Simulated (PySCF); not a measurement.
SMILES [OH+]=S1(CCCC1)=O (C4H9O2S (cation, charge +1)) at its GFN2-xTB optimised geometry (Å):

```
16

O     -1.2042    -0.6984     1.0432
S     -0.5519     0.0014     0.0000
O     -0.9493     1.5284     0.0000
C      1.2598     0.0014     0.0000
C      1.5664    -0.7460    -1.2867
C      0.5032    -0.3524    -2.3205
C     -0.8557    -0.5808    -1.6870
H     -1.6225     1.8229     0.6273
H      1.6225    -0.4838     0.9005
H      1.5766     1.0405    -0.0323
H      1.5342    -1.8229    -1.1144
H      2.5616    -0.4945    -1.6519
H      0.6171     0.6986    -2.5901
H      0.6169    -0.9475    -3.2259
H     -1.6617    -0.0066    -2.1315
H     -1.1283    -1.6319    -1.6240
```

Calculation: PBE0/def2-TZVP run with PySCF. Cells within 0.4 Å of a nucleus heavier than hydrogen are left out (blank, or x).

Map of the Laplacian of the electron density (e/bohr⁵), clipped to [-1.50, 1.50] on the plane z = 1.2 Å:

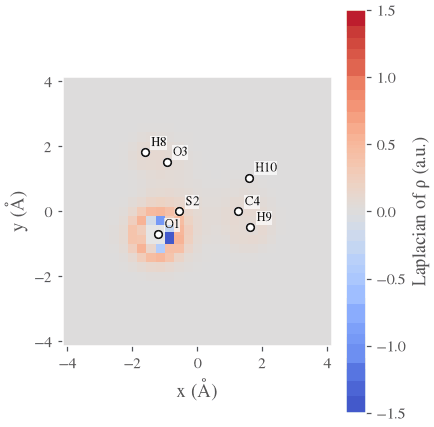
Laplacian of the electron density (e/bohr⁵), clipped to [-1.50, 1.50] on the plane z = 1.2 Å.
